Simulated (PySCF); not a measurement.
# Property calculation, with input and output: NBrO

System: NBrO (nitrosyl bromide).
Method: PBE0/6-31G*, RKS (PySCF 2.14.0).

The geometry comes from this level: PBE0-D4/def2-TZVP.

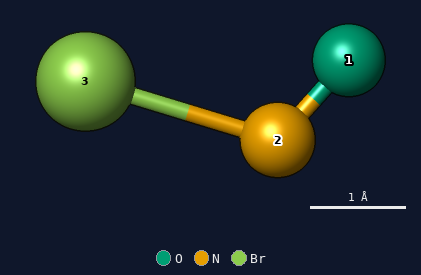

The structure (ball-and-stick view, seen on its broad side; atoms are numbered from 1 in the order of the input). Bond lengths as drawn: Br–N 2.12 Å and N–O 1.13 Å.

Input (calc.py)
```python
import numpy
from pyscf import gto, scf, dft, lo

mol = gto.Mole()
mol.atom = '''
O      1.779706    -1.222275     0.847599
N     -0.084924    -1.202773    -0.175612
Br    -1.694782     2.425048    -0.671968
'''
mol.unit = 'bohr'
mol.verbose = 4
mol.max_memory = 1860
mol.basis = '6-31g*'
mol.build()

calc0 = dft.RKS(mol, xc='pbe0')
calc0.grids.level = 1
calc0.conv_tol = 1e-10
calc0.kernel()
if not calc0.converged:
    calc0 = calc0.newton().run(calc0.mo_coeff, calc0.mo_occ)

energy = calc0.e_tot
print('Final energy', energy)
dip = calc0.dip_moment()
pop, q = calc0.mulliken_pop()
quad = calc0.quad_moment()
occ = calc0.mo_coeff[:, calc0.mo_occ > 0]
iaos = lo.vec_lowdin(lo.iao.iao(mol, occ), calc0.get_ovlp())
c = iaos.T @ calc0.get_ovlp() @ occ
pop_iao, q_iao = scf.hf.mulliken_pop(lo.iao.reference_mol(mol), (c * calc0.mo_occ[calc0.mo_occ > 0]) @ c.T, numpy.eye(c.shape[0]), verbose=0)
print('IAO charges', numpy.round(q_iao, 4))
```

Run on 1 thread of Arm Neoverse V1, 24 GiB of memory available, shared host.

Launched with:
```bash
OMP_NUM_THREADS=1 python calc.py
```

What the program printed
```
PySCF version 2.14.0

[INPUT] num. atoms = 3
[INPUT] num. electrons = 50
[INPUT] charge = 0
[INPUT] spin (= nelec alpha-beta = 2S) = 0
[INPUT] symmetry False subgroup None
[INPUT] Mole.unit = bohr
[INPUT] Symbol           X                Y                Z      unit          X                Y                Z       unit  Magmom
[INPUT]  1 O      0.941779857338  -0.646800075477   0.448530074799 AA    1.779706000000  -1.222275000000   0.847599000000 Bohr   0.0
[INPUT]  2 N     -0.044939845460  -0.636480061510  -0.092929868364 AA   -0.084924000000  -1.202773000000  -0.175612000000 Bohr   0.0
[INPUT]  3 Br    -0.896840011877   1.283280136987  -0.355590152067 AA   -1.694782000000   2.425048000000  -0.671968000000 Bohr   0.0

nuclear repulsion = 140.795781734289
number of shells = 24
number of NR pGTOs = 149
number of NR cGTOs = 60
basis = 6-31g*
ecp = {}

******** <class 'pyscf.dft.rks.RKS'> ********
method = RKS
initial guess = minao
damping factor = 0
level_shift factor = 0
DIIS = <class 'pyscf.scf.diis.CDIIS'>
diis_start_cycle = 1
diis_space = 8
diis_damp = 0
SCF conv_tol = 1e-10
SCF conv_tol_grad = None
SCF max_cycles = 50
direct_scf = True
direct_scf_tol = 1e-13
XC library pyscf.dft.libxc version 7.0.0
    S. Lehtola, C. Steigemann, M. J.T. Oliveira, and M. A.L. Marques.,  SoftwareX 7, 1–5 (2018)
XC functionals = pbe0
radial grids:
    Treutler-Ahlrichs [JCP 102, 346 (1995); DOI:10.1063/1.469408] (M4) radial grids

becke partition: Becke, JCP 88, 2547 (1988); DOI:10.1063/1.454033
pruning grids: <function nwchem_prune>
grids dens level: 1
symmetrized grids: False
atomic radii adjust function: <function treutler_atomic_radii_adjust>
small_rho_cutoff = 0
Set gradient conv threshold to 1e-05
Initial guess from minao.
tot grids = 17632
init E= -2702.57355243485
  HOMO = -0.284931666801938  LUMO = -0.119028419980963  gap/eV = 4.51446
cycle= 1 E= -2703.16445822487  delta_E= -0.591  |g|= 0.722  |ddm|= 2.15
  HOMO = -0.233357768213317  LUMO = -0.217311922371754  gap/eV = 0.43663
cycle= 2 E= -2701.35675770652  delta_E= 1.81  |g|= 2.47  |ddm|= 2.99
  HOMO = -0.289025934079904  LUMO = -0.112484134357571  gap/eV = 4.80395
cycle= 3 E= -2703.11514278381  delta_E= -1.76  |g|= 0.958  |ddm|= 2.83
  HOMO = -0.282729210808087  LUMO = -0.154376523264317  gap/eV = 3.49265
cycle= 4 E= -2703.29384873771  delta_E= -0.179  |g|= 0.185  |ddm|= 0.921
  HOMO = -0.296342770891458  LUMO = -0.139500591889509  gap/eV = 4.26789
cycle= 5 E= -2703.30310012232  delta_E= -0.00925  |g|= 0.0341  |ddm|= 0.176
  HOMO = -0.296561263239996  LUMO = -0.134307772037112  gap/eV = 4.41514
cycle= 6 E= -2703.30347754025  delta_E= -0.000377  |g|= 0.00975  |ddm|= 0.0381
  HOMO = -0.29682104687718  LUMO = -0.133330757165557  gap/eV = 4.44880
cycle= 7 E= -2703.3035105449  delta_E= -3.3e-05  |g|= 0.00111  |ddm|= 0.0144
  HOMO = -0.296922172236444  LUMO = -0.133408935395017  gap/eV = 4.44942
cycle= 8 E= -2703.30351122516  delta_E= -6.8e-07  |g|= 0.000309  |ddm|= 0.0028
  HOMO = -0.296893858615182  LUMO = -0.133387418598383  gap/eV = 4.44924
cycle= 9 E= -2703.30351130372  delta_E= -7.86e-08  |g|= 9.23e-05  |ddm|= 0.00114
  HOMO = -0.296905184207146  LUMO = -0.133405146566117  gap/eV = 4.44906
cycle= 10 E= -2703.30351130794  delta_E= -4.22e-09  |g|= 5.5e-05  |ddm|= 0.000271
  HOMO = -0.296904817817214  LUMO = -0.13339355256522  gap/eV = 4.44937
cycle= 11 E= -2703.3035113093  delta_E= -1.36e-09  |g|= 4.85e-06  |ddm|= 0.000137
  HOMO = -0.296904351187853  LUMO = -0.133393390138303  gap/eV = 4.44936
cycle= 12 E= -2703.30351130931  delta_E= -7.73e-12  |g|= 8.66e-07  |ddm|= 6.3e-06
  HOMO = -0.296904468398096  LUMO = -0.13339315224254  gap/eV = 4.44937
```

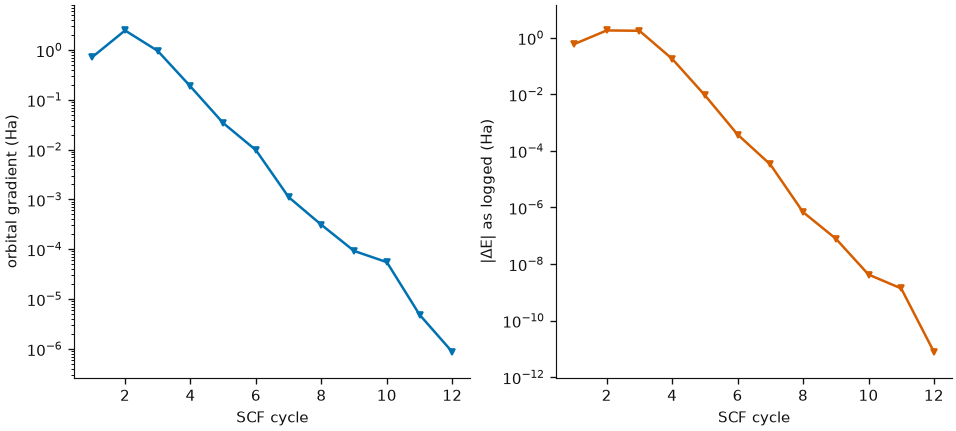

Convergence of the self-consistent field: orbital gradient and size of the energy change against the SCF cycle. The residual comes down, with one marked jump up, by a factor of about 3, at step 2.

```
Extra cycle  E= -2703.30351130931  delta_E= -4.09e-12  |g|= 1.88e-06  |ddm|= 3.9e-06
converged SCF energy = -2703.30351130931
Final energy -2703.3035113093138
Dipole moment(X, Y, Z, Debye):  1.15825, -1.65447,  0.45956
 ** Mulliken pop  **
pop of  0 O 1s            1.99749
pop of  0 O 2s            0.96247
pop of  0 O 3s            0.91988
pop of  0 O 2px           0.90839
pop of  0 O 2py           1.06721
pop of  0 O 2pz           0.83717
pop of  0 O 3px           0.33507
pop of  0 O 3py           0.54545
pop of  0 O 3pz           0.41837
pop of  0 O 3dxy          0.01151
pop of  0 O 3dyz          0.00345
pop of  0 O 3dz^2         0.00964
pop of  0 O 3dxz          0.01361
pop of  0 O 3dx2-y2       0.01059
pop of  1 N 1s            1.99777
pop of  1 N 2s            0.93269
pop of  1 N 3s            0.88108
pop of  1 N 2px           0.79344
pop of  1 N 2py           0.67071
pop of  1 N 2pz           0.62014
pop of  1 N 3px           0.16367
pop of  1 N 3py           0.41991
pop of  1 N 3pz           0.25861
pop of  1 N 3dxy          0.02512
pop of  1 N 3dyz          0.00796
pop of  1 N 3dz^2         0.01524
pop of  1 N 3dxz          0.02099
pop of  1 N 3dx2-y2       0.01848
pop of  2 Br 1s           1.99998
pop of  2 Br 2s           1.99957
pop of  2 Br 3s           1.99920
pop of  2 Br 4s           1.63617
pop of  2 Br 5s           0.34461
pop of  2 Br 2px          1.99978
pop of  2 Br 2py          1.99973
pop of  2 Br 2pz          1.99979
pop of  2 Br 3px          1.99609
pop of  2 Br 3py          1.99476
pop of  2 Br 3pz          1.99620
pop of  2 Br 4px          1.32328
pop of  2 Br 4py          1.09610
pop of  2 Br 4pz          1.33168
pop of  2 Br 5px          0.52747
pop of  2 Br 5py          0.30472
pop of  2 Br 5pz          0.56577
pop of  2 Br 3dxy         1.39009
pop of  2 Br 3dyz         1.39000
pop of  2 Br 3dz^2        1.39072
pop of  2 Br 3dxz         1.39087
pop of  2 Br 3dx2-y2      1.39008
pop of  2 Br 4dxy         0.58325
pop of  2 Br 4dyz         0.58353
pop of  2 Br 4dz^2        0.58293
pop of  2 Br 4dxz         0.58289
pop of  2 Br 4dx2-y2      0.58333
pop of  2 Br 5dxy         0.03319
pop of  2 Br 5dyz         0.02872
pop of  2 Br 5dz^2        0.02976
pop of  2 Br 5dxz         0.02683
pop of  2 Br 5dx2-y2      0.03281
 ** Mulliken atomic charges  **
charge of    0O =     -0.04029
charge of    1N =      0.17417
charge of    2Br =     -0.13388
Traceless quadrupole moment (Debye*A):

IAO charges [-0.0257  0.2063 -0.1806]
```

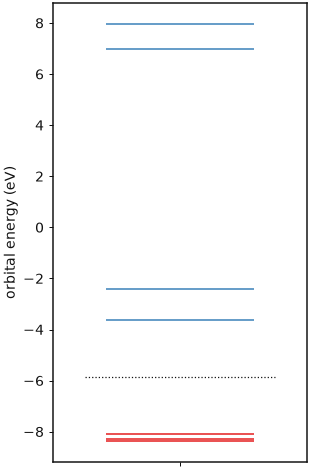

Orbital energies near the frontier; the dotted line parts filled from empty levels, and levels within 0.02 eV of each other stand side by side. Highest filled −8.08 eV, lowest empty −3.63 eV, 4.45 eV apart.

Summary

```csv
quantity,value
outcome,converged
total energy,−2703.303511 hartree
basis functions,60
HOMO,−8.08 eV
LUMO,−3.63 eV
dipole moment,2.07 D
wall time,2.2 s
peak memory,0.16 GiB
```
